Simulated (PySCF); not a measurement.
**Mg₂Te: relaxation and vibrations of the singlet**

Aim: relax Mg₂Te as a singlet from a linear start, check by its vibrations whether the end is a minimum, and collect its spectrum and constants.

Program: PySCF 2.14.0. Level of theory: PBE0, basis Te def2-TZVP with ECP28, Mg def2-TZVP, scalar-relativistic core potentials, no spin–orbit coupling, density fitting. These are calculated values, not measurements.

## (1) Starting geometry

3 atoms, charge 0, spin multiplicity 1.

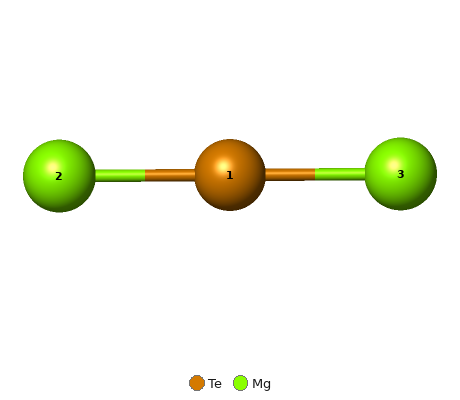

The starting geometry (tellurium orange, magnesium green); atoms are numbered from 1 in the order of the file.

Z-matrix (Å, degrees; charge 0 multiplicity 1):
```
Te
Mg 1 2.7500
Mg 1 2.7500 2 180.00
```

## (2) Finding the electronic state

The steps below are one call of a driver around PySCF. For each, scf.py gives the equivalent set-up of the SCF; relaxations use the driver's own optimiser. After this first run the driver tries any further starts and a stability analysis.

Input file scf.py:

```python
from pyscf import gto, scf, dft
mol = gto.M(atom='''
Te     0.000000     0.000000     0.000000
Mg     0.000000     0.000000     2.750000
Mg     0.000000     0.000000    -2.750000''',
    basis={'Te': 'def2-TZVP', 'Mg': 'def2-TZVP'},
    ecp={'Te': 'def2-TZVP'},
    charge=0, spin=0)
mf = dft.RKS(mol, xc='PBE0')
mf.grids.atom_grid = (50, 194)
aux = {'Te': 'def2-universal-JKFIT', 'Mg': 'def2-universal-JKFIT'}
mf = mf.density_fit(auxbasis=aux)
mf.conv_tol = 1e-08
mf.diis_space = 10
mf.max_cycle = 60
mf.init_guess = 'minao'
mf.verbose = 4
mf.kernel()
```

Command:

```
$ OMP_NUM_THREADS=2 python axn.py task.json out
```

Standard output:

```text
init E= -626.347500541286
  HOMO = -0.49486278294804  LUMO = -0.405452038948573  gap/eV = 2.43299
cycle= 1 E= -665.476317184329  delta_E= -39.1  |g|= 3.37  |ddm|= 28.2
cycle= 2 E= -659.090132976516  delta_E= 6.39  |g|= 4.79  |ddm|=   11
  HOMO = -0.209390544668672  LUMO = -0.126067051951416  gap/eV = 2.26735
cycle= 3 E= -667.674723021358  delta_E= -8.58  |g|= 0.72  |ddm|= 6.88
cycle= 4 E= -666.954377256647  delta_E= 0.72  |g|= 1.19  |ddm|= 3.74
  HOMO = -0.172018181790461  LUMO = -0.115050811474418  gap/eV = 1.55016
cycle= 5 E= -667.997312022133  delta_E= -1.04  |g|= 0.11  |ddm|= 2.52
  HOMO = -0.190806229785134  LUMO = -0.12493002444846  gap/eV = 1.79258
cycle= 6 E= -668.005013114823  delta_E= -0.0077  |g|= 0.0244  |ddm|= 0.364
  HOMO = -0.188481013903856  LUMO = -0.122100683971574  gap/eV = 1.80630
cycle= 7 E= -668.005216061092  delta_E= -0.000203  |g|= 0.0101  |ddm|= 0.0404
  HOMO = -0.188520870292594  LUMO = -0.122120722261343  gap/eV = 1.80684
cycle= 8 E= -668.005245577643  delta_E= -2.95e-05  |g|= 0.0039  |ddm|= 0.0101
  HOMO = -0.188631009583656  LUMO = -0.12226595293874  gap/eV = 1.80589
cycle= 9 E= -668.005253426476  delta_E= -7.85e-06  |g|= 0.00057  |ddm|= 0.0069
  HOMO = -0.188635624463157  LUMO = -0.122294596368704  gap/eV = 1.80523
cycle= 10 E= -668.00525355743  delta_E= -1.31e-07  |g|= 0.000116  |ddm|= 0.00127
  HOMO = -0.188631043380458  LUMO = -0.122291354097293  gap/eV = 1.80519
cycle= 11 E= -668.005253561454  delta_E= -4.02e-09  |g|= 1.77e-05  |ddm|= 0.000251
  HOMO = -0.188630616739295  LUMO = -0.122292003611328  gap/eV = 1.80517
Extra cycle  E= -668.005253561441  delta_E= 1.25e-11  |g|= 2.36e-05  |ddm|= 9.25e-05
converged SCF energy = -668.005253561441
```

This step, with its further starts and checks, needed 9.5 s of wall time on 2 threads of Intel Xeon Platinum 8488C (Sapphire Rapids), shared host.

The starts that the driver tried:

```csv
start,energy (Eh)
the minimal-basis guess,-668.005254
a thermally smeared density,-668.005254
a smeared PBE density,-668.005254
```

No lower closed-shell solution turned up from the other starts or in the test of internal stability.

## (3) Relaxation: linear start, singlet

The program finds D∞h symmetry in the start, which this walk keeps. The walk stops when the largest gradient is under 0.0003 Eh/bohr and the energy has settled too.

Edit scf.py of step 2 so:

```diff
@@ -16 +15,0 @@
-mf.init_guess = 'minao'
```

Steps of the walk:

| step | energy (Eh) | change (kJ/mol) | largest symmetric gradient (Eh/bohr) |
| --- | --- | --- | --- |
| 0 | -668.005254 | 0.00 | 0.01161 |
| 1 | -668.006844 | -4.18 | 0.00817 |
| 2 | -668.008125 | -7.54 | 0.00157 |
| 3 | -668.008162 | -7.64 | 0.00025 |
| 4 | -668.008163 | -7.64 | 0.00001 |

The walk took 9.1 s.

Geometry (Å) and forces (eV/Å) at some steps:

```
step 0
Te   0.000   0.000   0.000   0.000   0.000   0.000
Mg   0.000   0.000   2.750   0.000   0.000  -0.597
Mg   0.000   0.000  -2.750   0.000   0.000   0.597
step 1
Te   0.000   0.000   0.000   0.000   0.000   0.000
Mg   0.000   0.000   2.708   0.000   0.000  -0.420
Mg   0.000   0.000  -2.708   0.000   0.000   0.420
step 2
Te   0.000   0.000   0.000   0.000   0.000   0.000
Mg   0.000   0.000   2.613   0.000   0.000   0.081
Mg   0.000   0.000  -2.613   0.000   0.000  -0.081
step 3
Te   0.000   0.000   0.000   0.000   0.000   0.000
Mg   0.000   0.000   2.628   0.000   0.000  -0.013
Mg   0.000   0.000  -2.628   0.000   0.000   0.013
step 4
Te   0.000   0.000   0.000   0.000   0.000   0.000
Mg   0.000   0.000   2.626   0.000   0.000  -0.001
Mg   0.000   0.000  -2.626   0.000   0.000   0.001
```

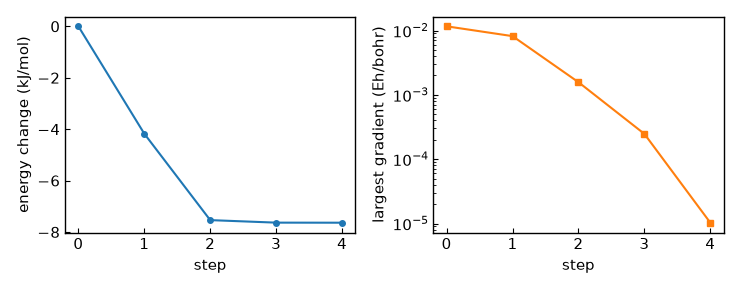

How energy and gradient fall.

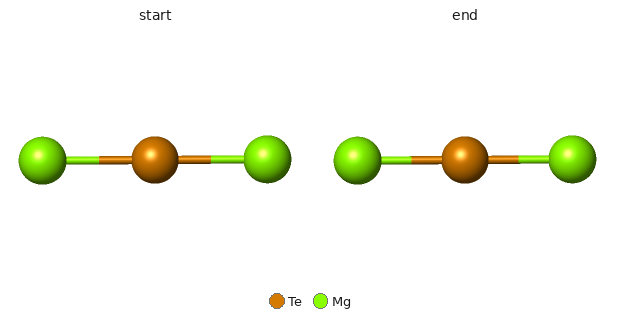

Start and end of the relaxation.

End point (D∞h, 4 steps, 7.6 kJ/mol gained): Te–Mg 2.626 Å (×2); Mg–Te–Mg 180.0°.

## (4) Vibrations and properties at this point

The point is checked on the finer grid, and tightened if its gradient asks for it. The Hessian and the dipole derivatives come from central differences of analytic gradients, with steps of 0.02 bohr.

Edit scf.py of step 3 so:

```diff
@@ -3,3 +3,3 @@
-Te     0.000000     0.000000     0.000000
-Mg     0.000000     0.000000     2.750000
-Mg     0.000000     0.000000    -2.750000''',
+Te    -0.000000     0.000000     0.000000
+Mg    -0.000000    -0.000000     2.627535
+Mg     0.000000     0.000000    -2.627535''',
@@ -10 +10 @@
-mf.grids.atom_grid = (50, 194)
+mf.grids.atom_grid = (75, 302)
@@ -13 +13 @@
-mf.conv_tol = 1e-08
+mf.conv_tol = 1e-10
```

The driver hands on the density of the step before, so the log starts near convergence.

Log of the central SCF (cycles and frontier levels):

```text
init E= -668.008149997654
  HOMO = -0.183524824769245  LUMO = -0.118848043230159  gap/eV = 1.75994
cycle= 1 E= -668.008149997292  delta_E= 3.62e-10  |g|= 2.5e-05  |ddm|= 7.74e-05
  HOMO = -0.18352497299852  LUMO = -0.118848321243625  gap/eV = 1.75994
cycle= 2 E= -668.00814999199  delta_E= 5.3e-09  |g|= 9.47e-05  |ddm|= 0.000294
  HOMO = -0.183524927445476  LUMO = -0.11884823432063  gap/eV = 1.75994
cycle= 3 E= -668.008149997679  delta_E= -5.69e-09  |g|= 3.47e-06  |ddm|= 0.000235
  HOMO = -0.183524885233049  LUMO = -0.118848152609381  gap/eV = 1.75994
cycle= 4 E= -668.008149997684  delta_E= -4.43e-12  |g|= 7.83e-08  |ddm|= 6e-06
  HOMO = -0.183524882243524  LUMO = -0.118848146583254  gap/eV = 1.75994
Extra cycle  E= -668.008149997683  delta_E= 3.41e-13  |g|= 1.03e-07  |ddm|= 3.35e-07
converged SCF energy = -668.008149997683
```

The whole step took 21 s.

Geometry: D∞h; Te–Mg 2.628 Å (×2); Mg–Te–Mg 180.0°.

Modes, for the most abundant isotopes:

```json
{"symmetry": "πu", "ω (cm⁻¹)": "34", "IR (km/mol)": "30.1"}
{"symmetry": "σu+", "ω (cm⁻¹)": "241", "IR (km/mol)": "46.2"}
{"symmetry": "σg+", "ω (cm⁻¹)": "262", "IR (km/mol)": "0.0"}
```

Every mode is real; the point is a minimum.

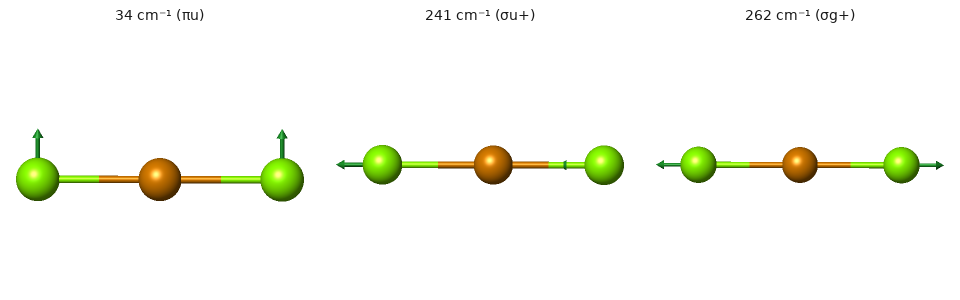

How the atoms move in 3 of the modes.

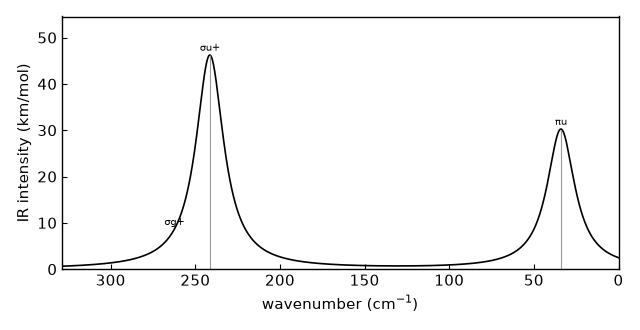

The harmonic infrared spectrum (widths in cm⁻¹). Lines are broadened to a width of 20 cm⁻¹ (Lorentzian).

Constants and moments:

```
Dipole moment                                                   : 0.00 D
Highest occupied level                                          : -4.99 eV
Lowest empty level                                              : -3.23 eV
Rotational constants                                            : 0.0509 cm⁻¹
Zero-point energy                                               : 3.4 kJ/mol
Principal polarisabilities                                      : 119.7, 119.7, 517.2 bohr³
Atomisation energy without zero-point energy                    : 241 kJ/mol
Principal traceless quadrupole moments about the centre of mass : -11.04, -11.04, 22.09 D Å
Entropy at 298.15 K and 1 bar                                   : 306.2 J/(mol K)
Heat capacity Cp at 298.15 K                                    : 60.4 J/(mol K)
Enthalpy at 298.15 K above 0 K                                  : 15.78 kJ/mol
Rotational symmetry number                                      : 2
```

Charges (e) and bond orders:

```csv
atom,Mulliken,Löwdin,polar tensor,Mayer order to Te1
Te1,-0.32,0.06,-0.06,–
"Mg2,3",0.16,-0.03,0.03,1.03
```

Outer orbital energies (eV). occupied: -42.53, -42.32, -42.32, -15.64, -8.25, -5.74, -5.74, -4.99; empty: -3.23, -0.91, -0.91, -0.21.

Mulliken populations on Te1 (outside its core potential): s 3.91, p 10.38, d 10.02, f 0.01.

## (5) Stability of the closed shell

At the lowest minimum the closed shell is tested against spin polarisation, on the (50, 194) grid. It is unstable: an open-shell solution lies lower. That solution was not followed to a minimum here.

## (6) Fields at the lowest minimum

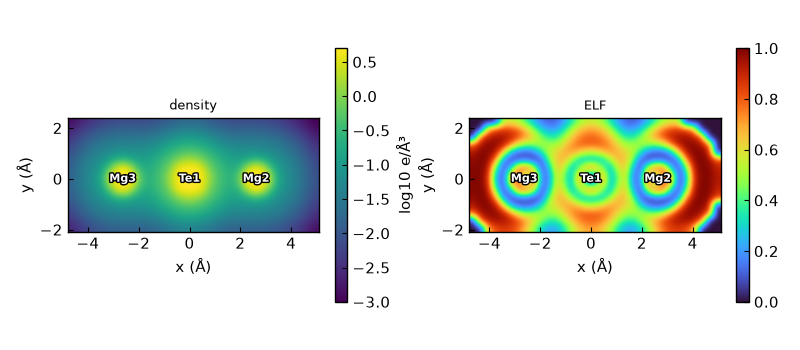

The plane holds Te1 at (0.00, 0.00), Mg2 at (2.63, 0.00), Mg3 at (-2.63, 0.00) Å. ELF is set to 0 where the density is under 0.005 e/Å³; an orbital's overall sign is arbitrary. Electrons inside core potentials are absent.

Orbitals, density, ELF and potential are computed afterwards from the orbital file.

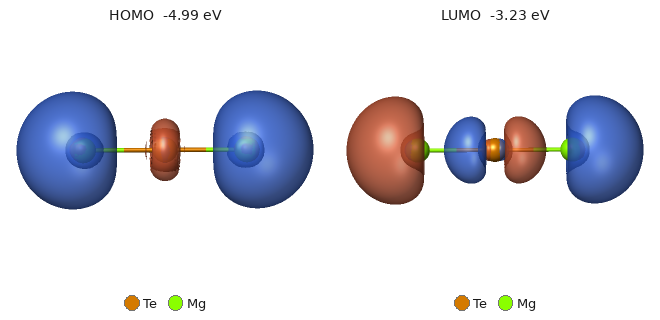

PBE0 orbitals near the gap, drawn at the value that encloses 70 % of each; the two colours are the two signs.

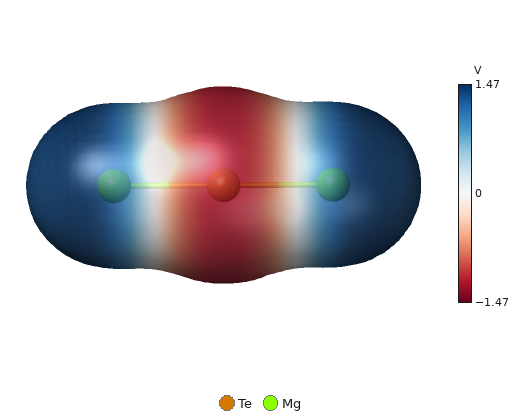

The potential that a unit positive charge feels on the 0.002 e/bohr³ surface, from the 1st to the 99th percentile, from -1.22 V near Te1 to 1.47 V near Mg3.

Values on the line from Te1 (at 0) through Mg2 (at 2.628 Å):

```csv
distance (Å),density (e/Å³),ELF,electrostatic potential (V)
-0.92,0.809,0.273,24.2
0.79,1.43,0.235,39
1.05,0.558,0.426,15.7
1.31,0.33,0.623,8.72
1.58,0.232,0.29,9.74
1.84,0.326,0.0534,17.8
2.10,2.4,0.689,42.3
2.36,24.2,0.825,194
2.76,64.1,0.185,682
3.02,8.07,0.858,80.3
3.28,0.751,0.351,27.2
3.55,0.137,0.0551,13.5
3.81,0.0731,0.373,7.35
4.07,0.0479,0.909,4.19
```

Making the fields needed 1.2 s of wall time on 2 threads of Intel Xeon Platinum 8488C (Sapphire Rapids), shared host.

## (7) Outcome

```
                            quantity                                                            value
                             minimum  singlet, D∞h (closed shell, unstable towards spin polarisation)
                            geometry                              Te–Mg 2.628 Å (×2); Mg–Te–Mg 180.0°
                  wavenumbers (cm⁻¹)                                    34 (πu), 241 (σu+), 262 (σg+)
                       dipole moment                                                           0.00 D
highest occupied, lowest empty level                                                  -4.99, -3.23 eV
          polar-tensor charge of Te1                                                          -0.06 e
                   zero-point energy                                                       3.4 kJ/mol
```

In words: The molecule stays D∞h, as typed, and the end point is a minimum. In the infrared the band at 241 cm⁻¹ (σu+, stretch) leads. Other starts or spin states, not run here, may lie lower. The closed shell proved unstable towards spin polarisation, so a lower open-shell solution exists. Spin–orbit coupling is left out.

The search up to here took 44 s.
